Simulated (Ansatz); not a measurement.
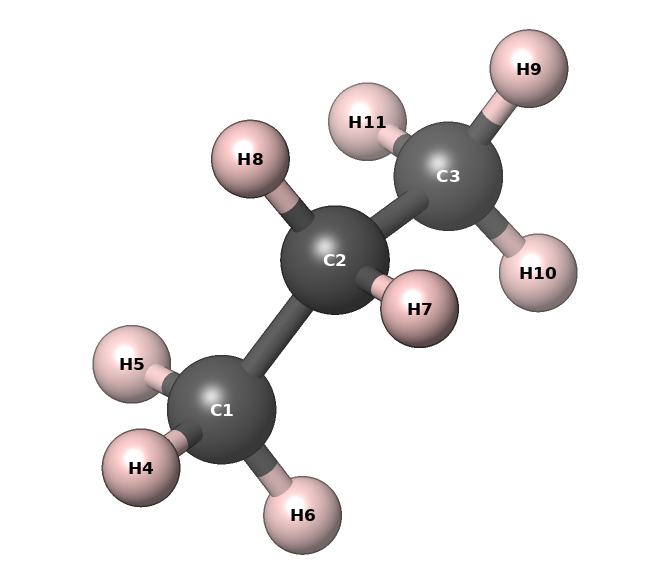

(Drawn from a calculation with Ansatz.)

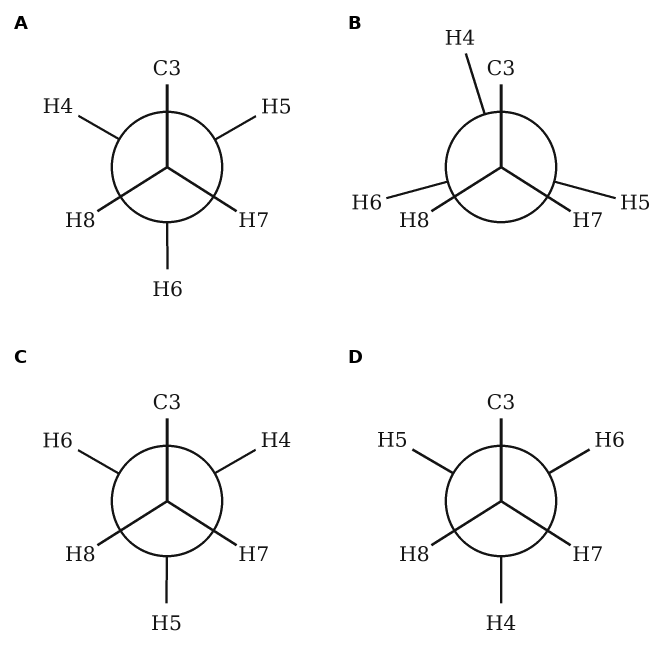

Depth is shown by fading: the farther an atom, the more it takes the colour of the background. Bonds that would overlap in a projection are set slightly apart. Geometry: a fixed input geometry, not necessarily a minimum.

Which Newman projection shows the view along C2–C1, with C2 in front?

D. The torsion angle C3–C2–C1–H4 is 180°, antiperiplanar (anti).
